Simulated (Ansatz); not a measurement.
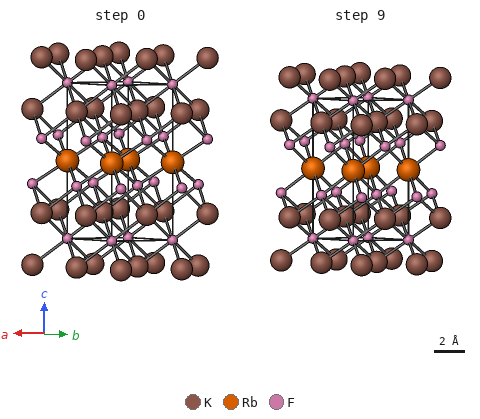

The structure of a crystal of K₂RbF₃ (built on the Sn2GeTe3-164 type type) before (left) and after (right) a relaxation, at one scale.

The picture is a ball-and-stick view of the cell of the calculation, seen from a free direction.

Method: DFT, PBEsol, plane waves, PAW (Ansatz). Settings: plane-wave cutoff 420 eV; k-point mesh 6 × 6 × 2; occupations fermi dirac; smearing width 0.03 eV; no spin polarisation; cell and atoms relaxed; force threshold 0.01 eV/Å; at most 120 steps.

Q: What changed between the two?

A: The largest moves relative to the cell, 0.25 Å, are those of F atoms. Largest moves by element: F 0.25 Å, K 0.12 Å. Rb stays in place. Cell: a = b 4.208 → 3.821 Å (−9.2 %), c 10.442 → 9.384 Å (−10.1 %). Volume −25.9 %. Some distances before and after: F–K 3.041 → 2.672 Å, F–Rb 2.901 → 2.771 Å. Bond angles that change, for instance: F–Rb–F 87.0° → 92.8°, F–Rb–F 93.0° → 87.2°, Rb–F–Rb 93.0° → 87.2°. The space group stays P-3m1 (No. 164). The energy falls by 147 meV per atom in 7 accepted moves (9 points after the start). Largest force component: 0.43 eV/Å at the start, 0.0012 eV/Å at the end. The pressure goes from −4.22 to 0.00 GPa. The SCF was repeated twice at an unchanged geometry on a basis and grid sized afresh for the cell, which shifted the energy by 2.5 meV per atom at most.
